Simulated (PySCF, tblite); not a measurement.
# C₇H₇BF₂: geometry, infrared bands and NMR shifts

What infrared bands and NMR shifts should C₇H₇BF₂ (`C#CC[C@](C)(C#C)B(F)F`) show?

Computed with tblite 0.8.0 and PySCF 2.14.0, with density-fitted response routines of our own, on a single molecule in the gas phase. Atoms count from 0, in the outputs and in this text.

### 1 The molecule as given

17 atoms, charge 0, multiplicity 1; geometry from: force field or distance geometry start.

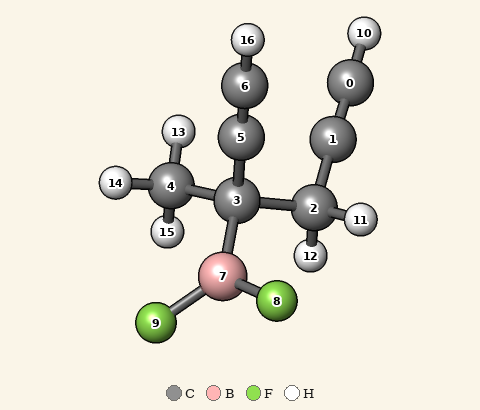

As it starts; carbon grey, boron pink, fluorine green, hydrogen white, atoms numbered.

### 2 Relaxing the molecule with GFN2-xTB

What the job is given:

```
{"job": {"kind": "relax", "xc": "GFN2-xTB", "basis": "xTB"}, "charge": 0, "multiplicity": 1}
C      2.744100     0.657800     1.148300
C      1.954800     0.052000     0.449900
C      1.021000    -0.705700    -0.379200
C     -0.438800    -0.155200    -0.294300
C     -0.519500     1.301900    -0.747000
C     -0.933800    -0.258000     1.100000
C     -1.326500    -0.329700     2.235000
B     -1.389200    -1.074700    -1.193900
F     -1.505700    -2.498100    -0.925400
F     -2.141500    -0.513000    -2.298200
H      3.413000     1.197500     1.753100
H      1.045100    -1.771800    -0.066400
H      1.363700    -0.647200    -1.424300
H      0.092400     1.963300    -0.100600
H     -1.570600     1.681800    -0.723600
H     -0.139900     1.406000    -1.781800
H     -1.675300    -0.395700     3.238700
```

The run is started by

```bash
$ OMP_NUM_THREADS=1 python probes_run.py task.json out
```

One launch serves the whole session: the jobs run in the order shown.

**Question.** This job is followed by: GFN2-xTB harmonic vibrations, gas phase; GIAO PBE0/pcSseg-1 NMR shielding, non-relativistic, gas phase. Predict these results of the whole session: strongest single infrared mode (GFN2-xTB); zero-point energy (GFN2-xTB); 13C shifts against TMS (PBE0/pcSseg-1); 1H shifts against TMS (PBE0/pcSseg-1, means over atoms taken as alike); 11B shifts against BF3·OEt2 (PBE0/pcSseg-1); 19F shifts against CFCl3 (PBE0/pcSseg-1, means over atoms taken as alike).

As calculated:

```
                                                                 quantity                                         value
                                strongest single infrared mode (GFN2-xTB)                         1280 cm⁻¹, 391 km/mol
                                             zero-point energy (GFN2-xTB)                                 74.3 kcal/mol
                                   13C shifts against TMS (PBE0/pcSseg-1)  89.2, 85.0, 80.7, 78.9, 29.2, 23.7, 22.4 ppm
   1H shifts against TMS (PBE0/pcSseg-1, means over atoms taken as alike)              2.99, 2.18, 1.75, 1.57, 1.53 ppm
                              11B shifts against BF3·OEt2 (PBE0/pcSseg-1)                                      24.8 ppm
19F shifts against CFCl3 (PBE0/pcSseg-1, means over atoms taken as alike)                                     -79.0 ppm
```

What this shows: The optimisation took 82 steps and gained 0.735 eV; among the close pairs (by a distance rule), B7–F8 changed most, from 1.453 to 1.317 Å. All 45 modes are real, so the xTB geometry is a minimum. The strongest single mode, at 1280 cm⁻¹, moves mainly B7. Unscaled tight-binding wavenumbers are off by several per cent, some by more. Its intensities can rank the bands wrongly.
